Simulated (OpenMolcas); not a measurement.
# Multiconfigurational calculation, with input and output: O²⁺

- system: O²⁺.
- method: state-averaged SS-CASPT2, IPEA shift 0.5, sigma1 shift 0.25 hartree, closed shells 1s correlated, active space 4 electrons in the shells 2s 2p, basis ANO-RCC-VTZP, DKH3 scalar Hamiltonian, spin-orbit coupling by RASSI with atomic mean-field integrals (OpenMolcas)

**Results in brief**

- outcome: converged
- lowest level: 2s² 2p² ³P₀
- first excited level: 2s² 2p² ³P₁, 110 cm⁻¹ (measured: 113)
- energy of the lowest spin-free term: −73.24427 hartree
- energy of the lowest spin-orbit level: −73.24526 hartree
- CASPT2 correlation energy: −0.0679 hartree
- largest spread among components of a term: 152.6 cm⁻¹
- lowest reference weight: 0.976
- hardware: 1 thread of Arm Neoverse V1, 24 GiB of memory available, shared host
- wall time: 2 s

**Remarks**

The components of ³D°, which symmetry makes degenerate, are split by 153 cm⁻¹ in CASPT2, and those of 1 more by over 50 cm⁻¹. This is an artefact; the levels of such states rest on averages and are uncertain by about as much. The run is of multi-state type; this report uses its single-state energies. To bear in mind: only configurations of the active space are included.

**The input**
```
&GATEWAY
Coord
1

O 0.0 0.0 0.0
Basis=ANO-RCC-VTZP
Group=XYZ
NoMove
AngMom=0.0 0.0 0.0
AMFI
&SEWARD
Relativistic=R03O02
&RASSCF
FileOrb=start.orb
Symmetry=1
Spin=3
nActEl=4 0 0
Inactive=1 0
Ras2=1 3
CIRoot=3 3 1
SDav=6
CIMx=300
Iter=120 100
PrWF=0.3
OrbListing=Nothing
MaxOrb=0
Atom
>>> COPY $Project.JobIph JOB001
&RASSCF
FileOrb=start.orb
Symmetry=1
Spin=1
nActEl=4 0 0
Inactive=1 0
Ras2=1 3
CIRoot=12 12 1
SDav=12
CIMx=300
Iter=120 100
PrWF=0.3
OrbListing=Nothing
MaxOrb=0
Atom
CIOnly
>>> COPY $Project.JobIph JOB002
&RASSCF
FileOrb=start.orb
Symmetry=2
Spin=3
nActEl=4 0 0
Inactive=1 0
Ras2=1 3
CIRoot=8 8 1
SDav=9
CIMx=300
Iter=120 100
PrWF=0.3
OrbListing=Nothing
MaxOrb=0
Atom
>>> COPY $Project.JobIph JOB003
&RASSCF
FileOrb=start.orb
Symmetry=2
Spin=5
nActEl=4 0 0
Inactive=1 0
Ras2=1 3
CIRoot=1 1 1
SDav=1
CIMx=300
Iter=120 100
PrWF=0.3
OrbListing=Nothing
MaxOrb=0
Atom
CIOnly
>>> COPY $Project.JobIph JOB004
&RASSI
NrOfJobIphs=4 3 6 8 1
1 2 3
1 2 3 4 5 6
1 2 3 4 5 6 7 8
1
IphNames
JOB001
JOB002
JOB003
JOB004
EJob
SpinOrbit
DIPRint=1.0
SOCoupling=1000.0
Subsets=2
MEES
Property=10
'ANGMOM' 1 'ANGMOM' 2 'ANGMOM' 3 'MLTPL  1' 1 'MLTPL  1' 2 'MLTPL  1' 3
'AMFI' 1 'AMFI' 2 'AMFI' 3 'MLTPL  2' 6
SOProperty=3
'ANGMOM' 1 'ANGMOM' 2 'ANGMOM' 3
>>> COPY JOB001 $Project.JobIph
&CASPT2
Multistate=3 1 2 3
Frozen=0 0
IPEA=0.5
Sig1=0.25
MaxIter=60
WThr=0.0 0.3 0.05
PrWF=0.5
NoMix
>>> COPY JOB002 $Project.JobIph
&CASPT2
Multistate=6 1 2 3 4 5 6
Frozen=0 0
IPEA=0.5
Sig1=0.25
MaxIter=60
WThr=0.0 0.3 0.05
PrWF=0.5
NoMix
>>> COPY JOB003 $Project.JobIph
&CASPT2
Multistate=8 1 2 3 4 5 6 7 8
Frozen=0 0
IPEA=0.5
Sig1=0.25
MaxIter=60
WThr=0.0 0.3 0.05
PrWF=0.5
NoMix
>>> COPY JOB004 $Project.JobIph
&CASPT2
Multistate=1 1
Frozen=0 0
IPEA=0.5
Sig1=0.25
MaxIter=60
WThr=0.0 0.3 0.05
PrWF=0.5
NoMix
```

The file start.orb holds starting orbitals from an earlier step. A driver script formed the levels outside the program, from RASSI's spin-orbit matrix and the CASPT2 energies (for multi-state variants, the effective Hamiltonian), averaged over the components of each term or state. The log and the time are those of the CASPT2 step.

Command:
```bash
OMP_NUM_THREADS=1 MOLCAS_MEM=2252 MOLCAS_PROJECT=a pymolcas a.inp > a.log  # once for each step of the input, in one work folder
```

**Log (extracts)**
```
--- CASPT2 ---
Orbital specifications:
      -----------------------

      Symmetry species                           1   2
                                                ag  au
      Frozen orbitals                            0   0
      Inactive orbitals                          1   0
      Active orbitals                            1   3
      Secondary orbitals                        12  13
      Deleted orbitals                           0   0
      Number of basis functions                 14  16
Type of calculation                        MS-CASPT2
      Fock operator                              state-specific
      IPEA shift                                 0.50
      Real shift                                 0.00
      Imaginary shift                            0.00
      Sigma^1 regularizer                        0.25
      The input orbitals will be transformed to quasi-canonical
Reference energy:         -73.1763633862
      E2 (Non-variational):      -0.0679089435
      Shift correction:          -0.0000000546
      E2 (Variational):          -0.0679089981
      Total energy:             -73.2442723843
      Residual norm:              0.0000001322
      Reference weight:           0.98848
      Contributions to the CASPT2 correlation energy
      Active & Virtual Only:         -0.0637642970
      One Inactive Excited:          -0.0028037045
      Two Inactive Excited:          -0.0013409420
Reference energy:         -73.1763633862
      E2 (Non-variational):      -0.0679089407
      Shift correction:          -0.0000000546
      E2 (Variational):          -0.0679089953
      Total energy:             -73.2442723815
      Residual norm:              0.0000001322
      Reference weight:           0.98848
      Contributions to the CASPT2 correlation energy
      Active & Virtual Only:         -0.0637642941
      One Inactive Excited:          -0.0028037046
      Two Inactive Excited:          -0.0013409420
::    CASPT2 Root  1     Total energy:    -73.24427238
::    CASPT2 Root  2     Total energy:    -73.24427238
::    CASPT2 Root  3     Total energy:    -73.24427238
::    MS-CASPT2 Root  1     Total energy:    -73.24427238
::    MS-CASPT2 Root  2     Total energy:    -73.24427238
::    MS-CASPT2 Root  3     Total energy:    -73.24427238
--- CASPT2 ---
Orbital specifications:
      -----------------------

      Symmetry species                           1   2
                                                ag  au
      Frozen orbitals                            0   0
      Inactive orbitals                          1   0
      Active orbitals                            1   3
      Secondary orbitals                        12  13
      Deleted orbitals                           0   0
      Number of basis functions                 14  16
Type of calculation                        MS-CASPT2
      Fock operator                              state-specific
      IPEA shift                                 0.50
      Real shift                                 0.00
      Imaginary shift                            0.00
      Sigma^1 regularizer                        0.25
      The input orbitals will be transformed to quasi-canonical
Reference energy:         -73.0729551705
      E2 (Non-variational):      -0.0795468460
      Shift correction:          -0.0000024744
      E2 (Variational):          -0.0795493204
      Total energy:             -73.1525044909
      Residual norm:              0.0000001776
      Reference weight:           0.98533
      Contributions to the CASPT2 correlation energy
      Active & Virtual Only:         -0.0755140946
      One Inactive Excited:          -0.0026920059
      Two Inactive Excited:          -0.0013407456
Reference energy:         -73.0729551705
      E2 (Non-variational):      -0.0795777706
      Shift correction:          -0.0000022354
      E2 (Variational):          -0.0795800060
      Total energy:             -73.1525351765
      Residual norm:              0.0000001572
      Reference weight:           0.98532
      Contributions to the CASPT2 correlation energy
      Active & Virtual Only:         -0.0755458338
      One Inactive Excited:          -0.0026911778
      Two Inactive Excited:          -0.0013407590
::    CASPT2 Root  1     Total energy:    -73.15250449
::    CASPT2 Root  2     Total energy:    -73.15253518
::    CASPT2 Root  3     Total energy:    -73.15251097
::    CASPT2 Root  4     Total energy:    -73.15251646
::    CASPT2 Root  5     Total energy:    -73.15253072
::    CASPT2 Root  6     Total energy:    -73.05056415
::    MS-CASPT2 Root  1     Total energy:    -73.15259368
::    MS-CASPT2 Root  2     Total energy:    -73.15258047
::    MS-CASPT2 Root  3     Total energy:    -73.15253164
::    MS-CASPT2 Root  4     Total energy:    -73.15245748
::    MS-CASPT2 Root  5     Total energy:    -73.15243705
::    MS-CASPT2 Root  6     Total energy:    -73.05056165
--- CASPT2 ---
Orbital specifications:
      -----------------------

      Symmetry species                           1   2
                                                ag  au
      Frozen orbitals                            0   0
      Inactive orbitals                          1   0
      Active orbitals                            1   3
      Secondary orbitals                        12  13
      Deleted orbitals                           0   0
      Number of basis functions                 14  16
Type of calculation                        MS-CASPT2
      Fock operator                              state-specific
      IPEA shift                                 0.50
      Real shift                                 0.00
      Imaginary shift                            0.00
      Sigma^1 regularizer                        0.25
      The input orbitals will be transformed to quasi-canonical
Reference energy:         -72.6145010430
      E2 (Non-variational):      -0.0891581445
      Shift correction:          -0.0000694390
      E2 (Variational):          -0.0892275834
      Total energy:             -72.7037286264
      Residual norm:              0.0000001475
      Reference weight:           0.97639
      Contributions to the CASPT2 correlation energy
      Active & Virtual Only:         -0.0838977310
      One Inactive Excited:          -0.0036194182
      Two Inactive Excited:          -0.0016409952
Reference energy:         -72.6145010430
      E2 (Non-variational):      -0.0896233175
      Shift correction:          -0.0000711834
      E2 (Variational):          -0.0896945009
      Total energy:             -72.7041955439
      Residual norm:              0.0000001533
      Reference weight:           0.97606
      Contributions to the CASPT2 correlation energy
      Active & Virtual Only:         -0.0843615187
      One Inactive Excited:          -0.0036208037
      Two Inactive Excited:          -0.0016409952
::    CASPT2 Root  1     Total energy:    -72.70372863
::    CASPT2 Root  2     Total energy:    -72.70419554
::    CASPT2 Root  3     Total energy:    -72.70389522
::    CASPT2 Root  4     Total energy:    -72.70442385
::    CASPT2 Root  5     Total energy:    -72.70396887
::    CASPT2 Root  6     Total energy:    -72.59649171
::    CASPT2 Root  7     Total energy:    -72.59683449
::    CASPT2 Root  8     Total energy:    -72.59659124
::    MS-CASPT2 Root  1     Total energy:    -72.70616537
::    MS-CASPT2 Root  2     Total energy:    -72.70468359
::    MS-CASPT2 Root  3     Total energy:    -72.70420187
::    MS-CASPT2 Root  4     Total energy:    -72.70315569
::    MS-CASPT2 Root  5     Total energy:    -72.70200605
::    MS-CASPT2 Root  6     Total energy:    -72.59684234
::    MS-CASPT2 Root  7     Total energy:    -72.59665404
::    MS-CASPT2 Root  8     Total energy:    -72.59642059
--- CASPT2 ---
Orbital specifications:
      -----------------------

      Symmetry species                           1   2
                                                ag  au
      Frozen orbitals                            0   0
      Inactive orbitals                          1   0
      Active orbitals                            1   3
      Secondary orbitals                        12  13
      Deleted orbitals                           0   0
      Number of basis functions                 14  16
Type of calculation                        SS-CASPT2
      Fock operator                              state-specific
      IPEA shift                                 0.50
      Real shift                                 0.00
      Imaginary shift                            0.00
      Sigma^1 regularizer                        0.25
      The input orbitals will be transformed to quasi-canonical
Reference energy:         -72.9477834460
      E2 (Non-variational):      -0.0378959071
      Shift correction:          -0.0000096235
      E2 (Variational):          -0.0379055307
      Total energy:             -72.9856889766
      Residual norm:              0.0000000488
      Reference weight:           0.99235
      Contributions to the CASPT2 correlation energy
      Active & Virtual Only:         -0.0329017577
      One Inactive Excited:          -0.0033531816
      Two Inactive Excited:          -0.0016409678
::    CASPT2 Root  1     Total energy:    -72.98568898
```

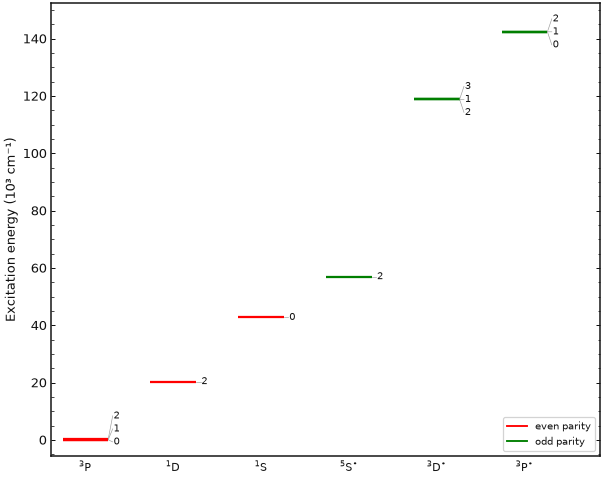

Level diagram of O²⁺ (oxygen, Z = 8). The lowest level is 2s² 2p² ³P₀. The first excited level, 2s² 2p² ³P₁, lies at 110 cm⁻¹. The ground term spreads over 324 cm⁻¹ in the order J = 0, 1, 2, a normal multiplet. Among those computed, the lowest level of opposite parity, 2s 2p³ ⁵S°₂, is at 57,000 cm⁻¹. The leading LS term holds 100 % of a level on average. Spin-orbit coupling puts the ground level 218 cm⁻¹ below the lowest spin-free term.

| Configuration | Level | E (cm⁻¹) | LS purity (%) |
| --- | --- | --- | --- |
| 2s² 2p² | ³P₀ | 0 | 100 |
| 2s² 2p² | ³P₁ | 110 | 100 |
| 2s² 2p² | ³P₂ | 324 | 100 |
| 2s² 2p² | ¹D₂ | 20,360 | 100 |
| 2s² 2p² | ¹S₀ | 42,730 | 100 |
| 2s 2p³ | ⁵S°₂ | 56,970 | 100 |
| 2s 2p³ | ³D°₂ | 118,800 | 100 |
| 2s 2p³ | ³D°₁ | 118,800 | 100 |
| 2s 2p³ | ³D°₃ | 118,800 | 100 |
| 2s 2p³ | ³P°₀ | 142,400 | 100 |
| 2s 2p³ | ³P°₁ | 142,400 | 100 |
| 2s 2p³ | ³P°₂ | 142,400 | 100 |
